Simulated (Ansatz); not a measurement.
The end point of a relaxation of CdTe. Calculation: PBEsol (plane waves to 420 eV, PAW, scalar-relativistic; Ansatz, a quantum-chemistry and plane-wave program).

F-43m (No. 216), cF8, zinc blende type; a = 6.489 Å, b = 6.489 Å, c = 6.489 Å, α = 90.00°, β = 90.00°, γ = 90.00°.

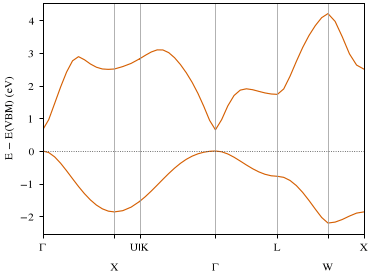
Figure: Highest filled and lowest empty band along the path of this cell's Brillouin zone

Q: Read off the gap and say whether it is direct.

A: 0.65 eV, direct at Γ (no spin-orbit coupling).

Q: How far does the top valence band disperse along this path?

A: About 2.2 eV.

No spin polarisation in the result. Without spin-orbit coupling the bands of the heavy element are not split, so the gap can be far off.

Measured for CdTe: a 6.48 Å (room temperature; as listed in M J Lucero, T M Henderson, G E Scuseria, Journal of Physics Condensed Matter (2012)); gap 1.6 eV (0 K or low temperature; as listed in arXiv:1206.3780). Computed minus measured — a: PBEsol +0.1 %; gap: PBEsol -0.95 eV. The computed values are for a static lattice, and a measured gap can be an optical one, lowered by exciton binding.

It was reached from a disturbed copy of a Cmmm (No. 65) cell, against which it lies -0.38 eV/atom.
